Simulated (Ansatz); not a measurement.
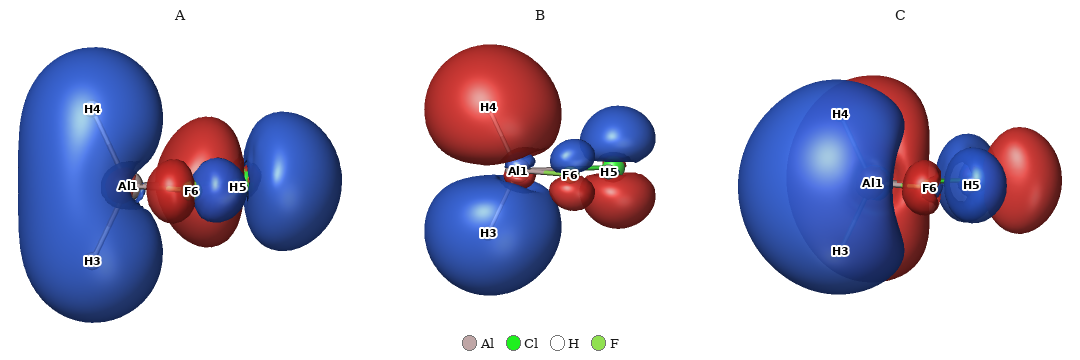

Figure 1: AlClFH3. Three frontier orbitals at ±0.06 Å⁻³ᐟ² (blue and red are the two phases), in no order.

A transition-state structure; geometry: PBE0-D4/def2-TZVP.

Level of theory: Ansatz, RKS PBE0-D4/def2-TZVPP.

```xyz
6

Al   -0.6450   -0.0818   -0.1563
Cl    1.4251    1.0355   -0.5310
H    -0.9304   -1.0387   -1.3710
H    -1.6410    0.9179    0.5374
H     1.3061   -0.0114    0.4979
F     0.4853   -0.8215    1.0229
```

### Order the three orbitals by energy and name them.

A is the HOMO−1 (−10.02 eV). It lies mainly on Cl2 (about 35 %), Al1 (about 30 %), H3 (about 15 %) and H4 (about 15 %). B is the HOMO (−8.61 eV). By Hirshfeld shares it lies mainly on Al1 (about 35 %), H3 (about 30 %), H4 (about 30 %) and Cl2 (about 5 %). C is the LUMO (−0.52 eV). By Hirshfeld shares it lies mainly on Al1 (about 70 %), Cl2 (about 10 %), H3 (about 5 %) and H4 (about 5 %).

### What is the HOMO–LUMO gap?

8.09 eV between the orbital energies.
